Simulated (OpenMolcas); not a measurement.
**AlNH4O2 (SMILES [NH2][Al]([OH])[OH]): a chain of runs**

Aim: a single-point energy (HF/ANO-RCC-MB), then a single-point energy (CASSCF(2,2)/ANO-RCC-VDZP), then an energy scan (CASPT2(2,2)/ANO-RCC-VDZP), then an energy scan (SC-NEVPT2(2,2)/ANO-RCC-VDZP), then the energy along one coordinate (MC-PDFT[tPBE](2,2)/ANO-RCC-VDZP) of AlNH4O2. 

The calculation is run with OpenMolcas 26.06.

**1. The structure to begin with**

AlNH4O2: 8 atoms, total charge 0, spin state singlet. As SMILES, `[NH2][Al]([OH])[OH]`. The coordinates come from a PBE0-D4/def2-TZVP relaxation. This is one conformer, not always the lowest.

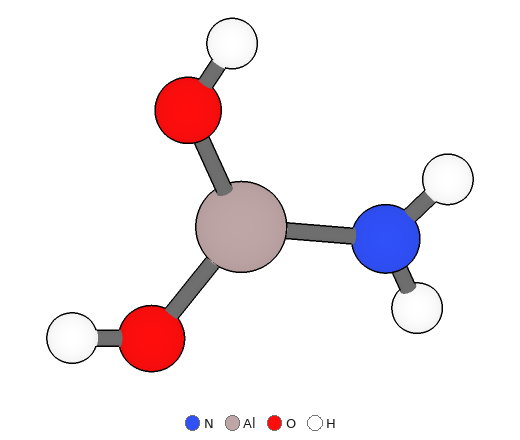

The structure, seen from a chosen angle (nitrogen blue, aluminium light grey, oxygen red, hydrogen white).

**2. The energy at HF/ANO-RCC-MB (DKH2) (run 1)**

The input, coord.xyz:

```xyz
8

N     -0.453400     1.370900     0.159000
Al     0.021900    -0.314300    -0.015200
O      1.569400    -0.806100    -0.500900
O     -1.140100    -1.496100     0.324200
H      0.132800     2.170000    -0.009000
H     -1.372600     1.662000     0.447700
H      2.287000    -0.213800    -0.712700
H     -0.952800    -2.429800     0.251200
```

The input, step1.inp:

```
* AlH4NO2 Hartree-Fock

&GATEWAY
 Coord = coord.xyz
 Basis = ANO-RCC-MB
 Group = NoSym

&SEWARD

&SCF
 PrOrbitals = 0

&LOCALISATION
 Occupied
 Freeze
 Pipek-Mezey

&LOCALISATION
 FileOrb = $Project.LocOrb
 Virtual
 Pipek-Mezey
```

Command:

```
$ export MOLCAS_MEM=1860
$ pymolcas step1.inp > step1.log
```

Log:

```text
--- Start Module: gateway ---
[...]
--- Stop Module: gateway /rc=_RC_ALL_IS_WELL_ ---
[...]
      Basis functions           28
[...]
       Convergence after  10 Iterations
[...]
::    Total SCF energy                               -448.9010874037
[...]
      Total spin, S                                     0.0000000000
[...]
      Total electronic charge=   40.000000
      Total            charge=   -0.000000
[...]
      Dipole Moment (debye):
      Origin of the operator (angstrom)=    0.0156   -0.3235   -0.0134
                   X=  1.0154E+00               Y=  1.7477E+00               Z= -2.8456E-01           Total=  2.0412E+00
      Quadrupole Moment (debye*angstrom):
[...]
--- Start Module: localisation ---
[...]
--- Stop Module: localisation /rc=_RC_ALL_IS_WELL_ ---
--- Start Module: localisation ---
[...]
--- Stop Module: localisation /rc=_RC_ALL_IS_WELL_ ---
[...]
```

It took 2.2 s on 1 thread of Intel Xeon 6975P-C (Granite Rapids), shared host; peak memory 0.38 GiB.

**3. The energy at CASSCF(2,2)/ANO-RCC-VDZP (DKH2, RICD fitting) (run 2)**

coord.xyz is that of step 2.

The input, step2.inp:

```
&GATEWAY
Coord=coord.xyz
Basis=ANO-RCC-MB
Group=NoSym
&SEWARD
&RASSCF
FileOrb=$CurrDir/step1.LocOrb
Alter=2
1 12 20
1 21 25
Spin=1
Nactel=2 0 0
Inactive=19
Ras2=2
OrbListing=Nothing
>>> COPY $Project.RunFile RUNFIL1
>>> COPY $Project.RasOrb INPORB
&GATEWAY
Coord=coord.xyz
Basis=ANO-RCC-VDZP
Group=NoSym
RICD
&SEWARD
>>> COPY $Project.RunFile RUNFIL2
&EXPBAS
&RASSCF
FileOrb=$Project.ExpOrb
Spin=1
Nactel=2 0 0
Inactive=19
Ras2=2
OrbListing=Nothing
OrbAppear=Compact
```

Command:

```
$ export MOLCAS_MEM=1860
$ pymolcas step2.inp > step2.log
```

Log:

```text
--- Start Module: gateway ---
[...]
--- Stop Module: gateway /rc=_RC_ALL_IS_WELL_ ---
[...]
      Basis functions           28
[...]
      Number of active orbitals                  2
[...]
      Spin quantum number                      0.0
[...]
      Active orbitals                            2
[...]
      Number of CSFs                             3
[...]
      Number of root(s) required                 1
[...]
      Convergence after 10 iterations
[...]
      printout of CI-coefficients larger than  0.05 for root  1
      energy=    -448.919630
      conf/sym  11     Coeff  Weight
             1  20   0.99486 0.98975
             3  02  -0.10126 0.01025
      Natural orbitals and occupation numbers for root  1
      sym 1:   1.979492   0.020508
      ************************************************************************************************************************
      *                                                    Final results                                                     *
[...]
::    RASSCF root number  1 Total energy:   -448.91962992
[...]
      Basis functions           80
[...]
--- Start Module: expbas ---
[...]
--- Stop Module: expbas /rc=_RC_ALL_IS_WELL_ ---
--- Start Module: rasscf ---
[...]
      Convergence after 18 iterations
[...]
      Natural orbitals and occupation numbers for root  1
      sym 1:   1.982110   0.017890
      ************************************************************************************************************************
      *                                                    Final results                                                     *
[...]
::    RASSCF root number  1 Total energy:   -449.24553116
[...]
      Total electronic charge=   40.000000
      Total            charge=   -0.000000
[...]
      Dipole Moment (debye):
      Origin of the operator (angstrom)=    0.0156   -0.3235   -0.0134
                   X=  9.4481E-01               Y=  1.5743E+00               Z= -2.6564E-01           Total=  1.8552E+00
      Quadrupole Moment (debye*angstrom):
[...]
--- Stop Module: rasscf /rc=_RC_ALL_IS_WELL_ ---
[...]
```

It took 8.4 s on 1 thread of Intel Xeon 6975P-C (Granite Rapids), shared host; peak memory 0.38 GiB.

**4. An energy scan at CASPT2(2,2)/ANO-RCC-VDZP (DKH2, RICD fitting, ipea shift 0.25 Eh, pt2 variant SS) (run 3)**

The input, step3.input:

```
>>> COPY $CurrDir/step2.RasOrb $Project.RasOrb
>>> ForEach K in (1, 2, 3, 4, 5, 6, 7, 8, 9)
&GATEWAY
Coord=$CurrDir/point$K.xyz
Basis=ANO-RCC-VDZP
Group=NoSym
RICD
&SEWARD
&RASSCF
FileOrb=$Project.RasOrb
Spin=1
Nactel=2 0 0
Inactive=19
Ras2=2
OrbListing=Nothing
OrbAppear=Compact
&CASPT2
Imaginary=0.2
Frozen=8
>>> EndDo
```

Command:

```
$ export MOLCAS_MEM=1860
$ pymolcas step3.input > step3.log
```

Log:

```text
[...]
      Basis functions           80
[...]
      Number of active orbitals                  2
[...]
      Spin quantum number                      0.0
[...]
      Active orbitals                            2
[...]
      Number of CSFs                             3
[...]
      Number of root(s) required                 1
[...]
      Convergence after 13 iterations
[...]
      Natural orbitals and occupation numbers for root  1
      sym 1:   1.987919   0.012081
      ************************************************************************************************************************
      *                                                    Final results                                                     *
[...]
::    RASSCF root number  1 Total energy:   -449.23288904
[...]
::    CASPT2 Root  1     Total energy:   -449.84945393
[...]
      Convergence after 13 iterations
[...]
      Natural orbitals and occupation numbers for root  1
      sym 1:   1.982134   0.017866
      ************************************************************************************************************************
      *                                                    Final results                                                     *
[...]
      Convergence after 17 iterations
[...]
      Natural orbitals and occupation numbers for root  1
      sym 1:   1.813664   0.186336
      ************************************************************************************************************************
      *                                                    Final results                                                     *
[...]
      Convergence after 15 iterations
[...]
      Natural orbitals and occupation numbers for root  1
      sym 1:   1.627561   0.372439
      ************************************************************************************************************************
      *                                                    Final results                                                     *
[...]
      Convergence after 14 iterations
[...]
      Natural orbitals and occupation numbers for root  1
      sym 1:   1.364051   0.635949
      ************************************************************************************************************************
      *                                                    Final results                                                     *
[...]
::    RASSCF root number  1 Total energy:   -449.07941345
[...]
::    CASPT2 Root  1     Total energy:   -449.67262976
[...]
      Convergence after 10 iterations
[...]
::    RASSCF root number  1 Total energy:   -449.07426650
[...]
::    CASPT2 Root  1     Total energy:   -449.66394591
[...]
```

Run time: 46 s. Hardware: 1 thread of Intel Xeon 6975P-C (Granite Rapids), shared host; peak memory 0.083 GiB.

The scan, from its lowest point:

| H7–O3 (Å) | energy (kJ/mol) |
| --- | --- |
| 0.859 | 36.3 |
| 0.954 | 0.0 |
| 1.050 | 16.0 |
| 1.193 | 84.6 |
| 1.384 | 199.9 |
| 1.622 | 329.7 |
| 1.909 | 436.6 |
| 2.290 | 500.6 |
| 2.863 | 523.4 |

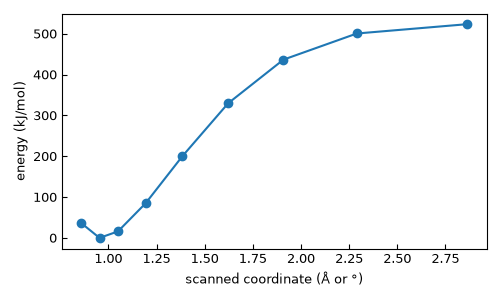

Energy along the scan.

**5. An energy scan at SC-NEVPT2(2,2)/ANO-RCC-VDZP (DKH2, RICD fitting, pt2 variant SC-NEVPT2) (run 4)**

The input, step4.inp:

```
>>> COPY $CurrDir/step2.RasOrb $Project.RasOrb
>>> ForEach K in (1, 2, 3, 4, 5, 6, 7, 8, 9)
&gateway
coord = $CurrDir/point$K.xyz
basis = ANO-RCC-VDZP
group = NoSym
ricd
&seward
&rasscf
fileorb = $Project.RasOrb
spin = 1
nactel = 2 0 0
inactive = 19
ras2 = 2
orblisting = Nothing
orbappear = Compact
&caspt2
sc-nevpt2
frozen = 8
>>> EndDo
```

Command:

```
$ export MOLCAS_MEM=1860
$ pymolcas step4.inp > step4.log
```

Log:

```text
[...]
      Basis functions           80
[...]
      Number of active orbitals                  2
[...]
      Spin quantum number                      0.0
[...]
      Active orbitals                            2
[...]
      Number of CSFs                             3
[...]
      Number of root(s) required                 1
[...]
      Convergence after 13 iterations
[...]
      printout of CI-coefficients larger than  0.05 for root  1
      energy=    -449.232889
      conf/sym  11     Coeff  Weight
             1  20   0.99698 0.99396
             3  02  -0.07772 0.00604
      Natural orbitals and occupation numbers for root  1
      sym 1:   1.987919   0.012081
      ************************************************************************************************************************
      *                                                    Final results                                                     *
[...]
::    RASSCF root number  1 Total energy:   -449.23288904
[...]
      E2 (Variational):          -0.6161045740
[...]
::    SC-NEVPT2 Root  1     Total energy:   -449.84891445
[...]
      Convergence after 13 iterations
[...]
      Natural orbitals and occupation numbers for root  1
      sym 1:   1.982134   0.017866
      ************************************************************************************************************************
      *                                                    Final results                                                     *
[...]
      Convergence after 17 iterations
[...]
      Natural orbitals and occupation numbers for root  1
      sym 1:   1.813664   0.186336
      ************************************************************************************************************************
      *                                                    Final results                                                     *
[...]
      Convergence after 15 iterations
[...]
      Natural orbitals and occupation numbers for root  1
      sym 1:   1.627561   0.372439
      ************************************************************************************************************************
      *                                                    Final results                                                     *
[...]
      Convergence after 14 iterations
[...]
::    RASSCF root number  1 Total energy:   -449.07941345
[...]
::    SC-NEVPT2 Root  1     Total energy:   -449.66857760
[...]
      Convergence after 10 iterations
[...]
::    RASSCF root number  1 Total energy:   -449.07426650
[...]
      E2 (Variational):          -0.5858478758
[...]
      Reference weight:           0.84779
[...]
::    SC-NEVPT2 Root  1     Total energy:   -449.66011437
[...]
```

Run time: 46 s. Hardware: 1 thread of Intel Xeon 6975P-C (Granite Rapids), shared host; peak memory 0.083 GiB.

The scan, from its lowest point:

| H7–O3 (Å) | energy (kJ/mol) |
| --- | --- |
| 0.859 | 39.3 |
| 0.954 | 0.0 |
| 1.050 | 13.3 |
| 1.193 | 79.7 |
| 1.384 | 196.4 |
| 1.622 | 332.8 |
| 1.909 | 446.7 |
| 2.290 | 512.8 |
| 2.863 | 535.0 |

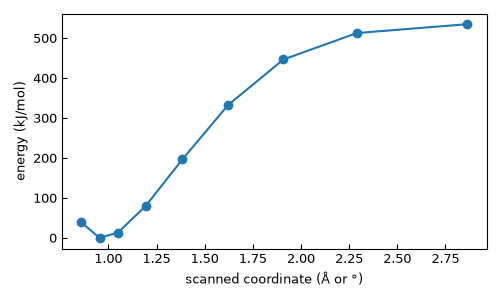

Energy along the scan.

**6. An energy scan at MC-PDFT[tPBE](2,2)/ANO-RCC-VDZP (DKH2, RICD fitting) (run 5)**

The input, step5.input:

```
* AlH4NO2 MC-PDFT
>>> COPY $CurrDir/step2.RasOrb $Project.RasOrb
>>> ForEach K in (1, 2, 3, 4, 5, 6, 7, 8, 9)

&gateway
 coord=$CurrDir/point$K.xyz
 basis=ANO-RCC-VDZP
 group=NoSym
 ricd

&seward

&rasscf
 fileorb=$Project.RasOrb
 spin=1
 nactel=2 0 0
 inactive=19
 ras2=2
 orblisting=Nothing
 orbappear=Compact

&mcpdft
 ksdft=T:PBE
>>> EndDo
```

Command:

```
$ export MOLCAS_MEM=1860
$ pymolcas step5.input > step5.log
```

Log:

```text
--- Start Module: gateway ---
[...]
      Basis functions           80
[...]
      Number of active orbitals                  2
[...]
      Spin quantum number                      0.0
[...]
      Active orbitals                            2
[...]
      Number of CSFs                             3
[...]
      Number of root(s) required                 1
[...]
      Convergence after 13 iterations
[...]
      printout of CI-coefficients larger than  0.05 for root  1
      energy=    -449.232889
      conf/sym  11     Coeff  Weight
             1  20   0.99698 0.99396
             3  02  -0.07772 0.00604
      Natural orbitals and occupation numbers for root  1
      sym 1:   1.987919   0.012081
      ************************************************************************************************************************
      *                                                    Final results                                                     *
[...]
::    RASSCF root number  1 Total energy:   -449.23288904
[...]
::    MCPDFT root number  1 Total energy:   -450.44598629
[...]
      Convergence after 13 iterations
[...]
      Natural orbitals and occupation numbers for root  1
      sym 1:   1.982134   0.017866
      ************************************************************************************************************************
      *                                                    Final results                                                     *
[...]
      Convergence after 17 iterations
[...]
      Natural orbitals and occupation numbers for root  1
      sym 1:   1.813664   0.186336
      ************************************************************************************************************************
      *                                                    Final results                                                     *
[...]
      Convergence after 15 iterations
[...]
      Natural orbitals and occupation numbers for root  1
      sym 1:   1.627561   0.372439
      ************************************************************************************************************************
      *                                                    Final results                                                     *
[...]
      Convergence after 14 iterations
[...]
::    RASSCF root number  1 Total energy:   -449.07941345
[...]
::    MCPDFT root number  1 Total energy:   -450.25960842
[...]
      Convergence after 10 iterations
[...]
::    RASSCF root number  1 Total energy:   -449.07426650
[...]
      Total electronic charge=   40.000000
      Total            charge=   -0.000000
[...]
::    MCPDFT root number  1 Total energy:   -450.25026631
[...]
```

Wall time 56 s (1 thread of Intel Xeon 6975P-C (Granite Rapids), shared host); peak memory 0.083 GiB.

The scan, from its lowest point:

| H7–O3 (Å) | energy (kJ/mol) |
| --- | --- |
| 0.859 | 36.3 |
| 0.954 | 0.0 |
| 1.050 | 15.6 |
| 1.193 | 83.8 |
| 1.384 | 199.6 |
| 1.622 | 334.4 |
| 1.909 | 452.0 |
| 2.290 | 525.6 |
| 2.863 | 550.1 |

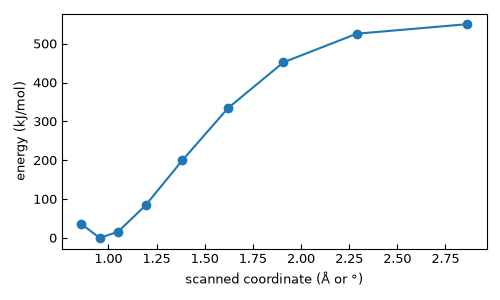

Energy along the scan.

**7. Summary of results**

| quantity | value |
| --- | --- |
| run 1, HF/ANO-RCC-MB: total energy | -448.90109 Eh |
| run 1, HF/ANO-RCC-MB: dipole moment | 2.04 D |
| run 1, HF/ANO-RCC-MB: HOMO energy | -11.20 eV |
| run 1, HF/ANO-RCC-MB: LUMO energy | 4.52 eV |
| run 1, HF/ANO-RCC-MB: HOMO–LUMO gap | 15.72 eV |
| run 2, CASSCF(2,2)/ANO-RCC-VDZP: total energy | -449.24553 Eh |
| run 2, CASSCF(2,2)/ANO-RCC-VDZP: dipole moment (CASSCF density) | 1.86 D |
| run 3, CASPT2(2,2)/ANO-RCC-VDZP: lowest energy of the scan | -449.86330 Eh |
| run 4, SC-NEVPT2(2,2)/ANO-RCC-VDZP: lowest energy of the scan | -449.86388 Eh |
| run 5, MC-PDFT[tPBE](2,2)/ANO-RCC-VDZP: lowest energy of the scan | -450.45979 Eh |

In words: Mulliken charges (run 2, CASSCF(2,2)/ANO-RCC-VDZP) run from -0.63 on O4 to +1.53 on Al2.
